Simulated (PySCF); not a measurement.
# CuH₂S₂: ligand-field states

Aim: compute the ligand-field states of CuH₂S₂.

Computed with PySCF 2.14.0 and routines of our own; the level stands in each step. Atoms count from 0.

## 1. The starting structure

5 atoms, charge 0, states of the metal's open shell are computed; geometry from: model start, shaken.

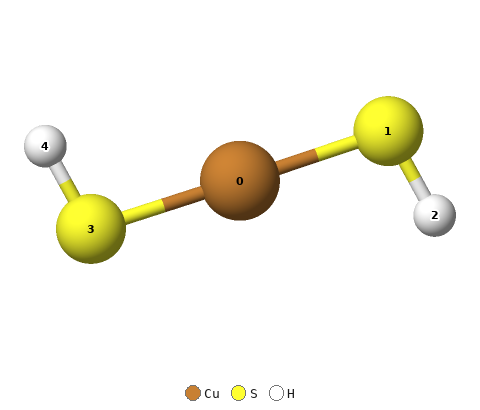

The starting geometry (copper orange, sulfur yellow, hydrogen white); sticks join atoms by distance alone.

## 2. Optimising the geometry at PBE0-D3(BJ)/def2-TZVP

Job settings and geometry (Å):

```
{"job": {"xc": "PBE0", "basis": "def2-TZVP", "d3": "d3bj", "grid": 1, "maxiter": 45, "kind": "geom"}, "charge": 0, "metal": "Cu", "open_shell": "d9"}
Cu     0.000020     0.004480    -0.004110
S     -0.013360    -0.006820     2.215130
H      1.320900     0.020100     2.472620
S     -0.009310     0.007350    -2.224650
H     -1.318420    -0.013960    -2.480440
```

Launch:

```console
OMP_NUM_THREADS=1 python lf_run.py task.json out
```

One launch serves the whole session: the jobs run in the order shown.

Standard output:

```text
step   0  E = -2437.65226397  max force = 0.018815
step   1  E = -2437.65678803  max force = 0.008647
step   2  E = -2437.65772840  max force = 0.003544
step   3  E = -2437.65781197  max force = 0.000229
step   4  E = -2437.65781429  max force = 0.000141
optimisation converged
```

Wall time 35 s (1 thread of Intel Xeon Platinum 8488C, shared host); peak memory 0.45 GiB.

Step by step:

```csv
step,energy from step 0 (eV),largest force component (eV/Å)
0,0.0000,0.9675
1,-0.1231,0.4446
2,-0.1487,0.1822
3,-0.1510,0.0118
4,-0.1510,0.0073
```

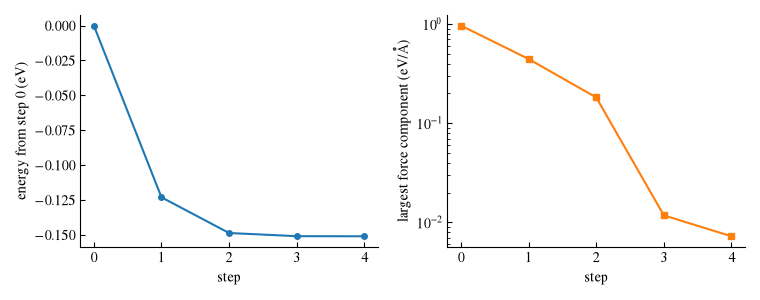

Energy and force, step by step.

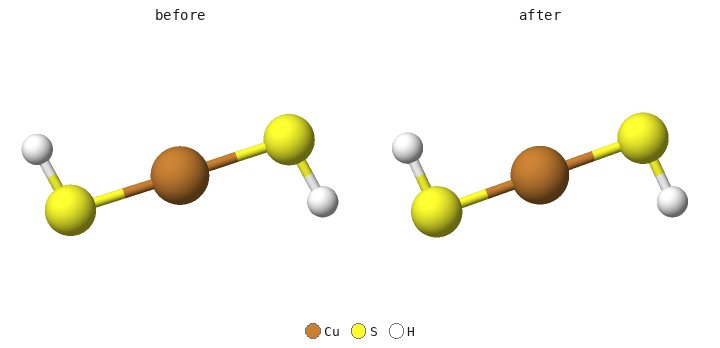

Before and after, at one scale.

Distances of close pairs at the start and the end, largest changes first:

```csv
bond,before (Å),after (Å),change (Å)
Cu0–S3,2.221,2.116,-0.105
Cu0–S1,2.219,2.116,-0.104
S1–H2,1.359,1.346,-0.013
S3–H4,1.334,1.346,+0.012
```

The end geometry stands in the next job.

```csv
at the end point,value
point group (found at 0.08 Å tolerance),C2h
"rotational constants (GHz, main isotopes)","144.6, 1.705, 1.685"
dipole moment (D),0.01
⟨S²⟩,0.759
```

## 3. Ligand-field states: state-averaged CASSCF

Job settings and geometry (Å):

```
{"job": {"kind": "lf", "basis": {"metal": "x2c-TZVPall", "ligand": "x2c-SVPall"}, "nevpt": true}, "charge": 0, "metal": "Cu", "open_shell": "d9"}
Cu     0.000000     0.000000     0.000000
S      0.000000     0.000000     2.115539
H      1.340247    -0.000000     2.242922
S     -0.000000    -0.000000    -2.115539
H     -1.340247     0.000000    -2.242922
```

Level: state-averaged CASSCF of the metal d shell, SC-NEVPT2 on the averaged canonical orbitals, state-interaction spin-orbit coupling.

Standard output:

```text
basis functions 94, electrons 63, active (9e, 5o)
stage 1: DIIS on the effective Fock matrix, level shift 0.30
cycle   1  E = -2450.7966496084  dE = -2.451e+03  max|g| = 9.593e-01
cycle   2  E = -2451.0457359977  dE = -2.491e-01  max|g| = 9.886e-01
cycle   3  E = -2451.1462414305  dE = -1.005e-01  max|g| = 8.364e-01
cycle   4  E = -2451.2841691908  dE = -1.379e-01  max|g| = 5.715e-02
cycle   5  E = -2451.2673350872  dE =  1.683e-02  max|g| = 5.173e-02
cycle   6  E = -2451.2782172085  dE = -1.088e-02  max|g| = 5.480e-02
cycle   7  E = -2451.3102317896  dE = -3.201e-02  max|g| = 6.548e-02
cycle   8  E = -2451.2608305702  dE =  4.940e-02  max|g| = 4.819e-02
cycle   9  E = -2451.2351541814  dE =  2.568e-02  max|g| = 9.130e-02
cycle  10  E = -2451.2035018391  dE =  3.165e-02  max|g| = 1.379e-01
cycle  11  E = -2451.1724186383  dE =  3.108e-02  max|g| = 1.914e-01
cycle  12  E = -2451.1448151187  dE =  2.760e-02  max|g| = 2.406e-01
cycle  13  E = -2451.1307422298  dE =  1.407e-02  max|g| = 2.799e-01
cycle  14  E = -2451.1203751912  dE =  1.037e-02  max|g| = 3.049e-01
cycle  15  E = -2451.1099820708  dE =  1.039e-02  max|g| = 3.048e-01
stage 2: quasi-Newton rotations from the point of smallest gradient
cycle  17  E = -2451.2844037240  dE = -2.357e-02  max|g| = 9.516e-02
cycle  18  E = -2451.3054399764  dE = -2.104e-02  max|g| = 9.356e-02
cycle  20  E = -2451.3146333169  dE = -9.193e-03  max|g| = 1.204e-01
cycle  21  E = -2451.3214446273  dE = -6.811e-03  max|g| = 1.429e-02
cycle  22  E = -2451.3220154499  dE = -5.708e-04  max|g| = 3.358e-03
cycle  23  E = -2451.3220576707  dE = -4.222e-05  max|g| = 1.454e-03
cycle  24  E = -2451.3220611448  dE = -3.474e-06  max|g| = 4.982e-04
cycle  25  E = -2451.3220614019  dE = -2.571e-07  max|g| = 1.282e-04
cycle  26  E = -2451.3220614313  dE = -2.939e-08  max|g| = 7.475e-05
cycle  27  E = -2451.3220614366  dE = -5.275e-09  max|g| = 2.330e-05
cycle  28  E = -2451.3220614371  dE = -5.580e-10  max|g| = 9.441e-06
converged average energy = -2451.3220614371

 mult deg   label        CASSCF/cm-1   NEVPT2/cm-1
   2   1   2Bg                 0.0           0.0
   2   1   2Ag               318.9        1046.1
   2   1   2Ag              3026.7        5813.4
   2   1   2Bg              3662.4        7042.0
   2   1   2Ag              3757.8        7096.5

spin-orbit levels / cm-1
      0.00  x2  2Bg 0.81 2Ag 0.19
   1657.90  x2  2Ag 0.79 2Bg 0.18
   6121.16  x2  2Ag 0.85 2Ag 0.08 2Bg 0.04
   6711.86  x2  2Bg 0.51 2Ag 0.44 2Ag 0.05
   8445.22  x2  2Ag 0.48 2Bg 0.44 2Ag 0.07
```

Wall time 2.8 s (1 thread of Intel Xeon Platinum 8488C, shared host); peak memory 0.38 GiB.

Key values:

```csv
quantity,value
spin-orbit constant ζ,793 cm⁻¹
```

Powder susceptibility:

```csv
T (K),χT (cm³ K/mol),μ(eff)
2,0.821,2.56
5,0.822,2.56
10,0.823,2.57
20,0.827,2.57
30,0.830,2.58
50,0.837,2.59
75,0.845,2.60
100,0.854,2.61
150,0.870,2.64
200,0.887,2.66
250,0.904,2.69
300,0.920,2.71
```

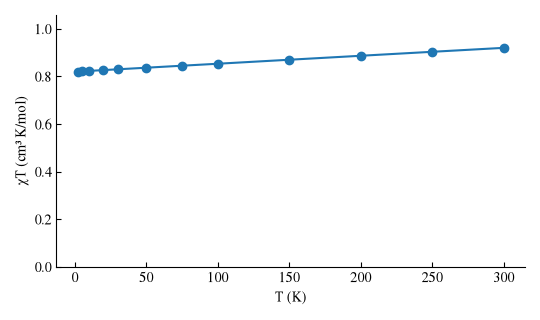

χT against temperature.

Orbitals, density, ELF and potential are computed afterwards from the orbital file.

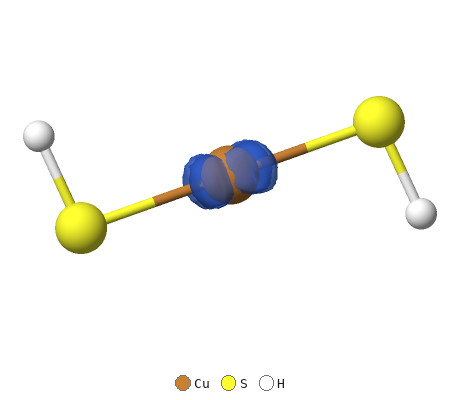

Spin density at ±0.3 e/Å³ (alpha excess blue, beta excess red).

In these pictures sticks join atoms by distance alone, so bonds to metals can be missing or extra.

## 4. Ligand-field states: state-averaged CASSCF (basis x2c-TZVPall)

Job settings and geometry (Å):

```
{"job": {"kind": "lf", "basis": "x2c-TZVPall", "nevpt": true}, "charge": 0, "metal": "Cu", "open_shell": "d9"}
Cu     0.000000     0.000000     0.000000
S      0.000000     0.000000     2.115539
H      1.340247    -0.000000     2.242922
S     -0.000000    -0.000000    -2.115539
H     -1.340247     0.000000    -2.242922
```

Level: state-averaged CASSCF of the metal d shell, SC-NEVPT2 on the averaged canonical orbitals, state-interaction spin-orbit coupling.

Standard output:

```text
basis functions 134, electrons 63, active (9e, 5o)
stage 1: DIIS on the effective Fock matrix, level shift 0.30
cycle   1  E = -2451.1063513090  dE = -2.451e+03  max|g| = 9.311e-01
cycle   2  E = -2451.3380828876  dE = -2.317e-01  max|g| = 9.801e-01
cycle   3  E = -2451.4408525416  dE = -1.028e-01  max|g| = 8.430e-01
cycle   4  E = -2451.5813832224  dE = -1.405e-01  max|g| = 5.525e-02
cycle   5  E = -2451.5610564623  dE =  2.033e-02  max|g| = 6.416e-02
cycle   6  E = -2451.5614421664  dE = -3.857e-04  max|g| = 2.311e-02
cycle   7  E = -2451.5551068804  dE =  6.335e-03  max|g| = 3.699e-02
cycle   8  E = -2451.5502781388  dE =  4.829e-03  max|g| = 5.231e-02
cycle   9  E = -2451.5486456391  dE =  1.632e-03  max|g| = 5.857e-02
cycle  10  E = -2451.5454476736  dE =  3.198e-03  max|g| = 5.900e-02
cycle  11  E = -2451.5385903499  dE =  6.857e-03  max|g| = 5.837e-02
cycle  12  E = -2451.5185665044  dE =  2.002e-02  max|g| = 8.857e-02
cycle  13  E = -2451.4831017386  dE =  3.546e-02  max|g| = 1.854e-01
cycle  14  E = -2451.4665699427  dE =  1.653e-02  max|g| = 2.194e-01
cycle  15  E = -2451.4556904670  dE =  1.088e-02  max|g| = 2.379e-01
stage 2: quasi-Newton rotations from the point of smallest gradient
cycle  17  E = -2451.5656128262  dE = -4.171e-03  max|g| = 3.841e-02
cycle  18  E = -2451.5761237445  dE = -1.051e-02  max|g| = 4.906e-02
cycle  19  E = -2451.5847398654  dE = -8.616e-03  max|g| = 5.359e-02
cycle  21  E = -2451.6087061677  dE = -2.397e-02  max|g| = 5.040e-02
cycle  22  E = -2451.6210370171  dE = -1.233e-02  max|g| = 2.054e-02
cycle  24  E = -2451.6223060097  dE = -1.269e-03  max|g| = 7.382e-03
cycle  25  E = -2451.6225351373  dE = -2.291e-04  max|g| = 3.957e-03
cycle  26  E = -2451.6225475861  dE = -1.245e-05  max|g| = 4.081e-03
cycle  27  E = -2451.6225523576  dE = -4.772e-06  max|g| = 7.129e-04
cycle  28  E = -2451.6225527819  dE = -4.243e-07  max|g| = 1.558e-04
cycle  29  E = -2451.6225528199  dE = -3.800e-08  max|g| = 5.451e-05
cycle  30  E = -2451.6225528269  dE = -6.960e-09  max|g| = 1.038e-05
cycle  31  E = -2451.6225528271  dE = -2.028e-10  max|g| = 3.858e-06
converged average energy = -2451.6225528271

 mult deg   label        CASSCF/cm-1   NEVPT2/cm-1
   2   1   2Bg                 0.0           0.0
   2   1   2Ag               244.7         878.1
   2   1   2Ag              2931.3        5587.1
   2   1   2Bg              3770.7        6930.8
   2   1   2Ag              3856.1        6994.0

spin-orbit levels / cm-1
      0.00  x2  2Bg 0.77 2Ag 0.22
   1548.76  x2  2Ag 0.76 2Bg 0.21
   5957.15  x2  2Ag 0.88 2Ag 0.06 2Bg 0.03
   6619.81  x2  2Bg 0.52 2Ag 0.45
   8363.90  x2  2Ag 0.49 2Bg 0.45 2Ag 0.06
```

It took 4.7 s on 1 thread of Intel Xeon Platinum 8488C, shared host; peak memory 0.38 GiB.

In short:

```csv
quantity,value
spin-orbit constant ζ,793 cm⁻¹
```

Powder susceptibility:

```csv
T (K),χT (cm³ K/mol),μ(eff)
2,0.842,2.59
20,0.848,2.60
100,0.876,2.65
300,0.947,2.75
```

## 5. The runs side by side

From the NEVPT2 states (cm⁻¹; the spread is that of the fitted one-electron ligand-field levels):

```csv
step,setting,ground state,next state,orbital spread,ζ,"μ(eff), 300 K"
3,as given,2Bg,2Ag at 1046,7096,793,2.71
4,basis x2c-TZVPall,2Bg,2Ag at 878,6994,793,2.75
```

## 6. What came out

| quantity | value |
| --- | --- |
| point group | C2h |
| rotational constants (main isotopes) | 144.57, 1.70, 1.68 GHz |
| spin-orbit constant ζ (step 3, state-averaged CASSCF) | 793 cm⁻¹ |
| ground multiplicity, μ(eff) at 300 K (step 3, 2 donors at 2.12 Å) | 2, 2.71 μB |
| ground multiplicity, μ(eff) at 300 K (step 4, 2 donors at 2.12 Å) | 2, 2.75 μB |

In words: Over 4 steps the energy fell by 0.151 eV; of the close pairs, Cu0–S3 changed most, 2.221 to 2.116 Å. In step 3, χT goes from 0.82 at 2 K to 0.92 cm³ K/mol at 300 K, as higher levels fill or mix in.
